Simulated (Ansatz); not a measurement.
# Zr (P6_3/mmc, 2 atoms in the cell): modes against biaxial strain in the (0001) plane, that of a and b

Wanted: the shifts of the zone-centre modes of Zr (P6_3/mmc, 2 atoms in the cell) with strain.

Main program and level: Ansatz 0.2.0; DFT PBEsol, scalar-relativistic, plane waves, PAW; PAW set soft_1.

## 1. Set-up

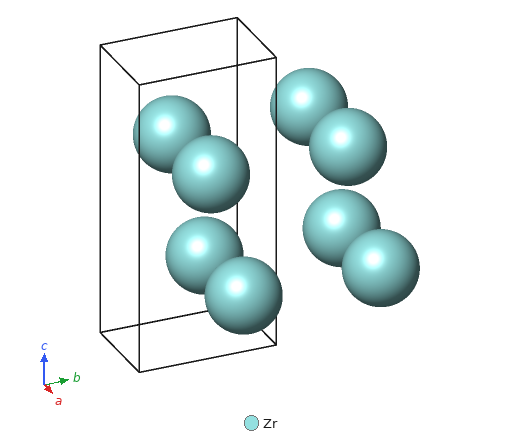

Start, viewed slightly off an axis; zirconium light teal. 2×2×1 cells are drawn.

## 2. Bringing the structure to rest

Harmonic phonons are second derivatives at a point where the forces vanish, and they are wanted at zero stress, so atoms and cell are relaxed first.

input.yaml

```yaml
crystal:
  lattice:
    - [3.232, 0.0, 0.0]
    - [-1.616, 2.798994105, 0.0]
    - [0.0, 0.0, 5.147]
  atoms:
    - { symbol: Zr, position: [0.33333333, 0.66666667, 0.25] }
    - { symbol: Zr, position: [0.66666667, 0.33333333, 0.75] }
kpoints:
  mp_grid: { grid: [15, 15, 8] }
hamiltonian:
  xc: pbesol
  pseudopotentials: { kind: paw, azcp: { folder: soft_1 }, xc_functional: pbe }
scf:
  occupations: { method: gaussian, width: 0.1 }
output:
  forces: true
  stress: true
  eigenvalues: true
relax:
  adjacent_minimum: "off"
  f_tol: 0.005
  max_steps: 80
  cell: { stress_tol: 0.05 }
```

Started as:

```sh
$ ansatz run input.yaml --threads 4 --pin off --max-ram 10240MiB --backend cpu --events-out ev --progress --plain --runs-dir out
```

Numbers of over 12 decimals in the logs are rounded to 6 here.

The log of the run:

```text
Engine: ansatz 0.2.0, aarch64-unknown-linux-gnu
Pseudopotentials: kind: paw
Pseudopotential: Zr, paw, valence charge 12, recommended cutoff 420 eV (normal), soft_1/Zr.paw.azcp
Functional definition: PBEsol
  exchange = pbesol_x
  correlation = pbesol_c
Crystal: 2 atoms, lattice volume = 46.562 Å³
Basis set: ecut = 420 eV, 929 PW (Γ), exchange–correlation on 48×48×72 points (8 copies of the dense FFT grid, shifted against one another)
Bands: 16, of which v1, the nominal top of the filled ones, is band 12 counted from 1 (11 counted from 0)
Symmetry: 24 space group operations
Space group: P63/mmc (ITA 194), of the structure as read, at distance tolerance 3.6e-5 Å
k-points: 135 of 1800
Non-local potential: Zr, projectors of the file, l = 0: 3, l = 1: 2, l = 2: 2, l = 3: 1
PAW form: soft (Blöchl's): semilocal exchange-correlation on the pseudo side does not see the compensation charge
PAW frozen core: Zr, regenerated for the run's functional, and the local potential with it (the file was generated under x = pbe(κ = 0.804, μ = 0.219515), c = pbe(β = 0.066725))
PAW one-centre angular grid: Zr, 590 points (default); XC on 64 Gauss nodes
Initial density: superposition of atomic densities (chi_scale 0.1, normalization cell)
Initial wavefunctions: pseudopotential atomic-orbital guess
Functional: x = pbesol(κ = 0.804, μ = 0.123457), c = pbesol(β = 0.046)
SCF iter   1: F=—  HF=-8257.513492 eV  |F-HF|=—  |Δ(HF+E_count)|=         —  Δρ=3.01e-2  dr2=5.51e-1  ethr=3.10e-3  ⟨swp⟩=4.9  Hψ=9214  notcnv=0
preconditioner: auto → Kerker (q_TF=auto, 2.443 Å⁻¹)  [metal: Δε(μ)=0.014 eV  Ē_g=3.290 eV  σ=0.100 eV  W_gap=0.08  n_scr=10 (ndim 8)  ℏωp=15.4 eV  f_vac=0.000  D(μ)=1.73/eV (n_scr^D=22)]
SCF iter   2: F=—  HF=-8257.368287 eV  |F-HF|=—  |Δ(HF+E_count)|=   1.45e-1  Δρ=1.80e-2  dr2=1.89e-1  ethr=2.30e-3  ⟨swp⟩=2.0  Hψ=3715  notcnv=0  defer=9
SCF iter   3: F=—  HF=-8257.304742 eV  |F-HF|=—  |Δ(HF+E_count)|=   6.35e-2  Δρ=2.20e-3  dr2=1.57e-3  ethr=7.88e-4  ⟨swp⟩=3.0  Hψ=4251  notcnv=0  defer=9
SCF iter   4: F=—  HF=-8257.304701 eV  |F-HF|=—  |Δ(HF+E_count)|=   4.15e-5  Δρ=3.45e-4  dr2=4.55e-5  ethr=6.53e-6  ⟨swp⟩=2.0  Hψ=3751  notcnv=0  defer=9
SCF iter   5: F=—  HF=-8257.304695 eV  |F-HF|=—  |Δ(HF+E_count)|=   5.68e-6  Δρ=4.43e-5  dr2=5.78e-7  ethr=1.90e-7  ⟨swp⟩=1.4  Hψ=2352  notcnv=0  defer=9
SCF iter   6: F=-8257.304695 eV  HF=-8257.304695 eV  |F-HF|=2.30e-9  |Δ(HF+E_count)|=   4.29e-8  Δρ=8.86e-6  dr2=2.79e-8  ethr=4.17e-10  ⟨swp⟩=5.2  Hψ=9878  notcnv=0
SCF 1 converged in 6 iterations: F = -8257.304695 eV  dr2 = 2.79e-8
  greatest PAW one-centre occupation: 0.996 electrons in one spin orbital (limit 2), on the Zr atom at site 1 (counted from 0), in its partial waves of l = 0
relax step   1: F+E_penalty+E_count = -8257.30469526 eV  Δ(F+E_penalty+E_count) = +0.000e0 eV  max|allowed force component| = 1.850e-17 eV/Å  Δτ_max = 0.0000 Å  P = -3.276 GPa  Ω = 46.562 Å³  (6 SCF iters, dr2 threshold 1.00e-7 eV, accepted)
Crystal: 2 atoms, lattice volume = 43.180 Å³
Basis set: ecut = 420 eV, 845 PW (Γ), exchange–correlation on 48×48×72 points (8 copies of the dense FFT grid, shifted against one another)
Initial density: handed on by an earlier stage of this run
Initial wavefunctions: those handed on with the density
iter 1 solved again at ethr=1.97e-6 eV; its pass at ethr=3.10e-3 eV (dr2=4.72e-4 eV) is discarded
SCF iter   1: F=—  HF=-8257.299322 eV  |F-HF|=—  |Δ(HF+E_count)|=         —  Δρ=1.20e-3  dr2=2.88e-4  ethr=1.97e-6  ⟨swp⟩=2.0  Hψ=16111  notcnv=0
preconditioner: auto → none  [metal: Δε(μ)=0.009 eV  Ē_g=3.349 eV  σ=0.100 eV  W_gap=0.05  n_scr=8 (ndim 8)  ℏωp=16.0 eV  f_vac=0.000  D(μ)=2.05/eV (n_scr^D=22)]
SCF iter   2: F=—  HF=-8257.299409 eV  |F-HF|=—  |Δ(HF+E_count)|=   8.71e-5  Δρ=5.05e-4  dr2=3.95e-5  ethr=1.20e-6  ⟨swp⟩=3.0  Hψ=3794  notcnv=0
SCF iter   3: F=—  HF=-8257.299456 eV  |F-HF|=—  |Δ(HF+E_count)|=   4.71e-5  Δρ=8.40e-5  dr2=1.08e-6  ethr=1.64e-7  ⟨swp⟩=2.0  Hψ=2430  notcnv=0
iter 4 did not close the SCF: its close was put off for the readings that it lacked (scf_convergence_deferred on its scf_iter line)
SCF iter   4: F=-8257.299458 eV  HF=-8257.299458 eV  |F-HF|=1.90e-9  |Δ(HF+E_count)|=   1.77e-6  Δρ=5.35e-6  dr2=2.87e-9  ethr=4.49e-9  ⟨swp⟩=2.6  Hψ=3605  notcnv=0
iter 5 did not close the SCF: its close was put off for the readings that it lacked (scf_convergence_deferred on its scf_iter line)
SCF iter   5: F=-8257.299458 eV  HF=-8257.299458 eV  |F-HF|=2.18e-11  |Δ(HF+E_count)|=   1.88e-9  Δρ=7.50e-7  dr2=4.26e-11  ethr=1.19e-11  ⟨swp⟩=2.5  Hψ=3691  notcnv=0
SCF iter   6: F=-8257.299458 eV  HF=-8257.299458 eV  |F-HF|=5.46e-12  |Δ(HF+E_count)|=  2.18e-11  Δρ=6.49e-8  dr2=7.54e-13  ethr=1.00e-12  ⟨swp⟩=1.8  Hψ=5067  notcnv=0
SCF 2 converged in 6 iterations: F = -8257.299458 eV  dr2 = 7.54e-13
relax step   2: F+E_penalty+E_count = -8257.29945772 eV  Δ(F+E_penalty+E_count) = +5.238e-3 eV  max|allowed force component| = 1.850e-17 eV/Å  Δτ_max = 0.0000 Å  P = +4.243 GPa  Ω = 43.180 Å³  energy of the carried Pulay correction = +1.054e-4 eV  (6 SCF iters, dr2 threshold 2.00e-7 eV, rejected (line search))
Crystal: 2 atoms, lattice volume = 45.038 Å³
Basis set: ecut = 420 eV, 881 PW (Γ), exchange–correlation on 48×48×72 points (8 copies of the dense FFT grid, shifted against one another)
iter 1 solved again at ethr=4.10e-7 eV; its pass at ethr=3.10e-3 eV (dr2=9.84e-5 eV) is discarded
SCF iter   1: F=—  HF=-8257.322051 eV  |F-HF|=—  |Δ(HF+E_count)|=         —  Δρ=6.83e-4  dr2=1.11e-4  ethr=4.10e-7  ⟨swp⟩=2.8  Hψ=15764  notcnv=0
preconditioner: auto → none  [metal: Δε(μ)=0.012 eV  Ē_g=3.231 eV  σ=0.100 eV  W_gap=0.06  n_scr=8 (ndim 8)  ℏωp=15.6 eV  f_vac=0.000  D(μ)=2.04/eV (n_scr^D=22)]
SCF iter   2: F=—  HF=-8257.322074 eV  |F-HF|=—  |Δ(HF+E_count)|=   2.29e-5  Δρ=2.73e-4  dr2=1.25e-5  ethr=4.10e-7  ⟨swp⟩=2.4  Hψ=3726  notcnv=0
SCF iter   3: F=—  HF=-8257.322087 eV  |F-HF|=—  |Δ(HF+E_count)|=   1.28e-5  Δρ=5.50e-5  dr2=4.89e-7  ethr=5.21e-8  ⟨swp⟩=2.7  Hψ=3257  notcnv=0
SCF iter   4: F=—  HF=-8257.322087 eV  |F-HF|=—  |Δ(HF+E_count)|=   4.37e-7  Δρ=2.78e-6  dr2=1.12e-9  ethr=2.04e-9  ⟨swp⟩=2.5  Hψ=2762  notcnv=0
SCF iter   5: F=—  HF=-8257.322087 eV  |F-HF|=—  |Δ(HF+E_count)|=  5.60e-10  Δρ=7.10e-7  dr2=4.94e-11  ethr=4.66e-12  ⟨swp⟩=2.2  Hψ=3806  notcnv=0
SCF iter   6: F=-8257.322087 eV  HF=-8257.322087 eV  |F-HF|=1.82e-12  |Δ(HF+E_count)|=  1.46e-11  Δρ=8.37e-8  dr2=1.34e-12  ethr=1.00e-12  ⟨swp⟩=5.0  Hψ=9261  notcnv=0
SCF 3 converged in 6 iterations: F = -8257.322087 eV  dr2 = 1.34e-12
relax step   3: F+E_penalty+E_count = -8257.32208748 eV  Δ(F+E_penalty+E_count) = -1.739e-2 eV  max|allowed force component| = 1.480e-16 eV/Å  Δτ_max = 0.0000 Å  P = -0.206 GPa  Ω = 45.038 Å³  energy of the carried Pulay correction = +4.638e-5 eV  (6 SCF iters, accepted)
[...]
relax step   4: F+E_penalty+E_count = -8257.32222921 eV  Δ(F+E_penalty+E_count) = -1.417e-4 eV  max|allowed force component| = 2.220e-16 eV/Å  Δτ_max = 0.0000 Å  P = +0.024 GPa  Ω = 44.927 Å³  energy of the carried Pulay correction = +4.979e-5 eV  (3 SCF iters, dr2 threshold 2.00e-7 eV, accepted)
[...]
relax step   5: F+E_penalty+E_count = -8257.32224190 eV  Δ(F+E_penalty+E_count) = -1.269e-5 eV  max|allowed force component| = 2.035e-16 eV/Å  Δτ_max = 0.0000 Å  P = +0.003 GPa  Ω = 44.932 Å³  energy of the carried Pulay correction = +4.958e-5 eV  (3 SCF iters, dr2 threshold 2.48e-8 eV, accepted)
Initial wavefunctions: pseudopotential atomic-orbital guess (no wavefunctions were taken with the density)
iter 1 solved again at ethr=1.01e-7 eV; its pass at ethr=3.10e-3 eV (dr2=2.42e-5 eV) is discarded
SCF iter   1: F=—  HF=-8257.322195 eV  |F-HF|=—  |Δ(HF+E_count)|=         —  Δρ=1.78e-5  dr2=1.38e-8  ethr=1.01e-7  ⟨swp⟩=3.2  Hψ=16340  notcnv=0
preconditioner: auto → Kerker (q_TF=auto, 2.458 Å⁻¹)  [metal: Δε(μ)=0.013 eV  Ē_g=3.239 eV  σ=0.100 eV  W_gap=0.07  n_scr=10 (ndim 8)  ℏωp=15.7 eV  f_vac=0.000  D(μ)=2.05/eV (n_scr^D=22)]
SCF iter   2: F=—  HF=-8257.322190 eV  |F-HF|=—  |Δ(HF+E_count)|=   5.08e-6  Δρ=9.46e-6  dr2=4.18e-9  ethr=5.77e-11  ⟨swp⟩=2.1  Hψ=3269  notcnv=0
SCF iter   3: F=—  HF=-8257.322190 eV  |F-HF|=—  |Δ(HF+E_count)|=   7.86e-9  Δρ=4.17e-7  dr2=7.92e-11  ethr=1.74e-11  ⟨swp⟩=3.0  Hψ=3784  notcnv=0
SCF iter   4: F=-8257.322190 eV  HF=-8257.322190 eV  |F-HF|=1.82e-12  |Δ(HF+E_count)|=  9.09e-12  Δρ=9.53e-8  dr2=3.48e-12  ethr=1.00e-12  ⟨swp⟩=5.3  Hψ=9604  notcnv=0
SCF 6 converged in 4 iterations: F = -8257.322190 eV  dr2 = 3.48e-12
relax step   6: F+E_penalty+E_count = -8257.32218965 eV  Δ(F+E_penalty+E_count) = +5.225e-5 eV  max|allowed force component| = 2.035e-16 eV/Å  Δτ_max = 0.0000 Å  P = +0.003 GPa  Ω = 44.932 Å³  stress off target by 8.42e-3 GPa  SCF on the basis re-selected at this cell (its energy is not comparable with the rows above)  (4 SCF iters)
basis re-selected at this cell: Δ(F+E_penalty+E_count) = +5.225e-5 eV, ΔP = +0.000 GPa vs the last step (what re-selecting the basis moved, of the pressure what is left beyond the Pulay correction that the steps carried, after the strain that the cell walked since its last selection, with what the two solves' SCF thresholds leave and, on support functions, any second-order correction that the steps lacked; it is no m [...]
SCF converged after 4 iterations
Free energy (F): -8257.322190 eV
Harris-Foulkes:  -8257.322190 eV  (|F-HF|=1.82e-12)
Internal energy: -8257.311964 eV  (E = F + TS)
E sigma→0 (E₀):  -8257.317077 eV
Entropy (-TS):   -0.010225 eV (-5.113 meV/atom)
Fermi energy:    14.447185 eV
--- Per-component energies (eV) ---
  E_band       = -181.320882
  E_kinetic    = 632.633361
  E_local      = -1177.228490  (includes V_loc(G=0)·N_el)
  E_nonlocal   = 153.871185
  E_hartree    = 382.426059
  E_xc         = -307.181070
  E_vxc        = -364.619876  (∫ρ·V_xc dr)
  E_paw        = -5819.847335  (= ΣΔE_a)
  E_vpaw       = -190.829117  (= ΣTr[D̂ρ^β])
  E_aug_tail   = -0.000050  (compensation charges beyond the density's cutoff)
  E_ewald      = -2122.317068
  E_core_change = 0.331442  (= ΣΔE_core)
  E_smearing   = -0.010225  (= −TS)
  E_closure    = 0.000000  (closes the sum)
  Σ components = -8257.322190   (vs F -8257.322190, Δ=0.00e0)
--- Forces (eV/Å), atoms counted from 1 ---
  atom   1  Zr     0.00000000    -0.00000000     0.00000000
  atom   2  Zr     0.00000000     0.00000000    -0.00000000
  max |Σ_I F_I| component: 3.70e-17 eV/Å
--- Stress (GPa, compression-positive) ---
        0.000993       0.000000      -0.000000
        0.000000       0.000993      -0.000000
       -0.000000      -0.000000       0.008420
  P = ⅓ Tr σ = 0.0035 GPa (0.035 kbar)
--- Band table (eV; the first three rows and the last of 135) ---
  k-point 0: bands = [... 8 lower, 8.7015, 11.2901, 15.3069, 15.3069, 15.3719, 15.6797, 16.0149, 16.0149]
  k-point 1: bands = [... 8 lower, 8.8365, 11.2857, 15.2407, 15.2407, 15.2691, 15.4275, 15.9161, 15.9161]
  k-point 2: bands = [... 8 lower, 9.2220, 11.2207, 14.8904, 14.9985, 15.1437, 15.1437, 15.6814, 15.6814]
  k-point 134: bands = [... 8 lower, 12.9137, 12.9137, 13.1174, 13.1174, 14.4475, 14.4475, 16.4970, 16.4970]
--- Relaxed structure (5 steps of the walk, 4 accepted, 1 SCFs on fresh bases) ---
  F+E_penalty+E_count = -8257.32218965 eV   max|allowed force component| = 2.035e-16 eV/Å   (the final SCF, on the basis selected at the relaxed cell)
  cell:  # Å, volume = 44.9320 Å³
    - [3.183866, 0, 0]
    - [-1.591933, 2.757308, 0]
    - [0, 0, 5.118181]
  atoms:
    - { symbol: Zr, position: [0.333333, 0.666667, 0.25] }
    - { symbol: Zr, position: [0.666667, 0.333333, 0.750000] }
```

Elapsed: 8 s, on 4 threads of Arm Neoverse V1, shared host; peak memory 0.4 GiB.

Step by step:

```csv
step,energy less that of the first step (eV),largest force component (eV/Å),pressure (GPa),volume (Å³)
1,0.0000,0.0000,-3.28,46.56
2,0.0052,0.0000,4.24,43.18
3,-0.0174,0.0000,-0.21,45.04
4,-0.0175,0.0000,0.02,44.93
5,-0.0175,0.0000,0.00,44.93
6*,-0.0175,0.0000,0.00,44.93
```

Relaxation steps marked * repeat the geometry before them on a plane-wave basis chosen anew for their cell, so energy and pressure can jump there. Relaxation step 2 was tried and not accepted.

Forces are held to the 24 operations that the run works with; a distortion that breaks them can't arise in this run.

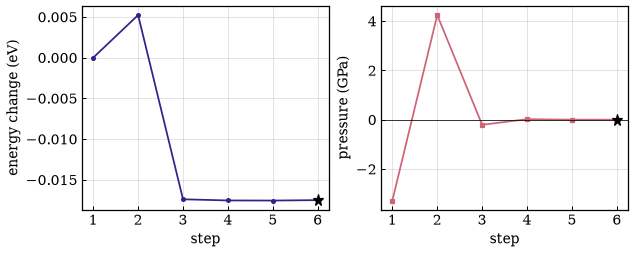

Energy and pressure along the relaxation. Stars mark steps on a basis chosen anew.

```csv
"conventional cell, symmetrised",before,after,change
a (Å),3.232,3.184,-1.5 %
b (Å),3.232,3.184,-1.5 %
c (Å),5.147,5.118,-0.6 %
volume (Å³/atom),23.28,22.47,-3.5 %
```

The relaxed structure:

```
Zr
1.0
     3.18387    0.00000    0.00000
    -1.59193    2.75731    0.00000
     0.00000    0.00000    5.11818
Zr
2
Direct
  0.33333 0.66667 0.25000
  0.66667 0.33333 0.75000
```

Numbers from this step:

| Item | Value |
| --- | --- |
| pressure | 0.003468 GPa |
| volume per atom | 22.47 Å³ |
| gap on the k-mesh | 0 eV |

In this step the volume went from 23.28 to 22.47 Å³/atom.

## 3. Tight relaxation

Phonons need small forces and stress, so the relaxation is finished with tight tolerances on 15×15×8 k points.

input.yaml, the sections that differ from step 2:

```yaml
crystal:
  lattice:
    - [3.1838655391, 0.0, 0.0]
    - [-1.5919327696, 2.7573084391, 0.0]
    - [0.0, 0.0, 5.1181806806]
  atoms:
    - { symbol: Zr, position: [0.3333333333, 0.6666666667, 0.25] }
    - { symbol: Zr, position: [0.6666666667, 0.3333333333, 0.75] }
scf:
  occupations: { method: methfessel_paxton, width: 0.2 }
relax:
  adjacent_minimum: "off"
  f_tol: 0.001
  max_steps: 60
  cell: { stress_tol: 0.01 }
# kpoints, hamiltonian, output: as in step 2
```

The log of the run:

```text
[...]
Crystal: 2 atoms, lattice volume = 44.932 Å³
Basis set: ecut = 420 eV, 881 PW (Γ), exchange–correlation on 48×48×72 points (8 copies of the dense FFT grid, shifted against one another)
Bands: 16, of which v1, the nominal top of the filled ones, is band 12 counted from 1 (11 counted from 0)
Symmetry: 24 space group operations
[...]
k-points: 135 of 1800
[...]
k-point 134: bands = [... 8 lower, 12.9157, 12.9157, 13.1198, 13.1198, 14.4504, 14.4504, 16.4998, 16.4998]
--- Relaxed structure (3 steps of the walk, 2 accepted, 1 SCFs on fresh bases) ---
[...]
cell:  # Å, volume = 44.9246 Å³
    - [3.183693, 2.8866000593851526e-11, 0.0]
    - [-1.591847, 2.757159, 0.0]
    - [0.0, 0.0, 5.117891]
  atoms:
    - { symbol: Zr, position: [0.333333, 0.666667, 0.25] }
    - { symbol: Zr, position: [0.666667, 0.333333, 0.750000] }
[key lines of the parts left out:]
SCF converged after 4 iterations
Free energy (F): -8257.315876 eV
Fermi energy:    14.451849 eV
P = ⅓ Tr σ = 0.0000 GPa (0.000 kbar)
```

The job ended after 5.3 s (4 threads; peak memory 0.4 GiB; 20 s of CPU time).

Little changed from the start: no atom moved by 0.005 Å and no cell edge by 0.1 %.

Numbers from this step:

- pressure: 8.68e-6 GPa
- volume per atom: 22.46 Å³

The forces vanish by symmetry and the pressure is 0.000 GPa, within the tolerances set. The cell now holds 22.46 Å³/atom.

## 4. Modes at rest

Phonons follow from the second derivative of the energy, found here by linear response.

The modes at rest are the reference of the series.

input.yaml, the sections that differ from step 3:

```yaml
crystal:
  lattice:
    - [3.1836932772, 0.0, 0.0]
    - [-1.5918466386, 2.7571592559, 0.0]
    - [0.0, 0.0, 5.1178911404]
  atoms:
    - { symbol: Zr, position: [0.3333333333, 0.6666666667, 0.25] }
    - { symbol: Zr, position: [0.6666666667, 0.3333333333, 0.75] }
output:
  eigenvalues: true
phonons:
  method: dfpt
# kpoints, hamiltonian, scf: as in step 3
# relax: removed
```

The log of the run:

```text
zone centre: on kpoints.mp_grid the ground state, and the responses unless they are solved on pairs of k-points, stand on 320 of the mesh's 1800 k-points, reduced under 4 symmetry operations, with k and −k counted as one. Each operation leaves every solved displacement unchanged or reverses it
[...]
Crystal: 2 atoms, lattice volume = 44.925 Å³
Basis set: ecut = 420 eV, 881 PW (Γ), exchange–correlation on 48×48×72 points (8 copies of the dense FFT grid, shifted against one another)
Bands: 16, of which v1, the nominal top of the filled ones, is band 12 counted from 1 (11 counted from 0)
Symmetry: 24 space group operations
k-points: 320 of 1800 (irreducible under 4 space group operations, time reversal used)
[...]
SCF iter   1: F=—  HF=-8257.514164 eV  |F-HF|=—  |Δ(HF+E_count)|=         —  Δρ=3.02e-2  dr2=5.20e-1  ethr=3.10e-3  ⟨swp⟩=5.1  Hψ=47083  notcnv=0
automatic band count: the SCF goes on with 20 bands, as 16 were too few: they end inside the smearing window of the response
[...]
SCF iter   2: F=—  HF=-8257.383669 eV  |F-HF|=—  |Δ(HF+E_count)|=   1.30e-1  S|Δr|=    0.00e0  Δρ=1.86e-2  dr2=1.93e-1  ethr=2.17e-3  ⟨swp⟩=1.8  Hψ=9831  notcnv=0  defer=110
[...]
SCF iter   9: F=-8257.315876 eV  HF=-8257.315876 eV  |F-HF|=0.00e0  |Δ(HF+E_count)|=  1.82e-12  S|Δr|=    0.00e0  Δρ=2.58e-8  dr2=2.13e-13  ethr=1.00e-12  ⟨swp⟩=9.4  Hψ=25941  notcnv=0
SCF 1 converged in 9 iterations: F = -8257.315876 eV  dr2 = 2.13e-13
[...]
DFPT response loops at Γ: preconditioner auto → Kerker (q_TF=auto, 2.458 Å⁻¹) (partly filled bands, converged f_vac=0.000); β = 1.00, the filter's whole step (`scf.mixing.beta` (0.50) is not read by the response loops under this deck's `scf.mixing.preconditioner`; to damp them name `kerker` or `kerker_dos`, under which they read `scf.mixing.beta`, and type it under 1.00, their step now; both keys bind the ground state too); Broyden in place of MSR1
SCF converged after 9 iterations
[...]
Free energy (F): -8257.315876 eV
[...]
Internal energy: -8257.317930 eV  (E = F + TS)
E sigma→0 (E₀):  -8257.316389 eV
Entropy (-TS):   0.002055 eV (1.027 meV/atom)
Fermi energy:    14.451850 eV
[...]
--- Band table (eV; the first three rows and the last of 320) ---
  k-point 0: bands = [... 8 lower, 8.7040, 11.2923, 15.3096, 15.3096, 15.3742, 15.6829, 16.0178, 16.0178, ... 4 higher]
  k-point 1: bands = [... 8 lower, 8.8390, 11.2880, 15.2433, 15.2433, 15.2714, 15.4306, 15.9189, 15.9189, ... 4 higher]
  k-point 2: bands = [... 8 lower, 9.2246, 11.2232, 14.8932, 15.0008, 15.1464, 15.1464, 15.6841, 15.6841, ... 4 higher]
  k-point 319: bands = [... 8 lower, 12.0880, 12.0880, 13.7622, 13.7622, 14.4750, 14.4750, 16.3131, 16.3131, ... 4 higher]
--- Phonons (Γ-DFPT): 2 representative perturbations + reference, on 320 of 1800 k-points (Σ response iterations 6) ---
  k mesh reduced under 4 symmetry operations, with k and −k counted as one. Each operation leaves every solved displacement unchanged or reverses it
  ASR residual: 9.122e-6 → 0.000e0 eV/Å²; symmetrization residual: 1.137e-13 eV/Å²
  ASR residual per site (eV/Å²): 9.12e-6 9.12e-6
  Γ frequencies (cm⁻¹): 0.00 0.00 0.00 63.26 63.26 163.22
  non-analytic LO–TO correction: not included (Born effective charges unavailable; polar crystals: no LO–TO splitting at Γ)
```

It took 18 s on 4 threads; peak memory 0.95 GiB; 68 s of CPU time.

In the SCF lines HF is the Harris–Foulkes energy and dr2 the Hartree energy of the density residual, in eV; the loop may stop once dr2 is under the threshold and the program's other checks hold. Hψ counts applications of the Hamiltonian.

This step gave:

```
sum-rule residual before enforcement                    : 9.12e-6 eV/Å²
point group                                             : 6/mmm
highest optical mode at the zone centre (no LO-TO term) : 163.2 cm⁻¹
lowest optical zone-centre mode                         : 63.26 cm⁻¹
```

Patterns of degenerate modes are one choice out of their space. Modes at Γ:

```csv
mode,frequency (cm⁻¹),symmetry
1,0.0,acoustic
2,0.0,acoustic
3,0.0,acoustic
4,63.3,E2g
5,63.3,E2g
6,163.2,B1g
```

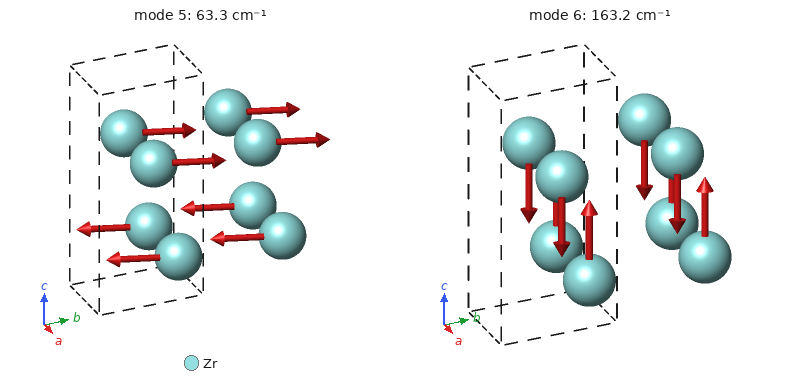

Displacement patterns of modes 5 and 6 at Γ; arrows are exaggerated. 2×2×1 cells are drawn.

Before it was imposed, the acoustic sum rule was missed by 9.1e-6 eV/Å². Small misses are needed for a sound result but don't prove that mesh and cutoff are converged. The lowest optical mode is real, 63.3 cm⁻¹.

[end of part 1 of 2]

[Logs are printed without paths, hosts, clocks, repeated set-up lines and the standing remarks that a program may print on its own settings, such as how far it seeks lower states.]

[Hosts, paths, dates, database ids (printed as entryN), source tags and the programs' standing remarks are cut or masked in the printed files.]
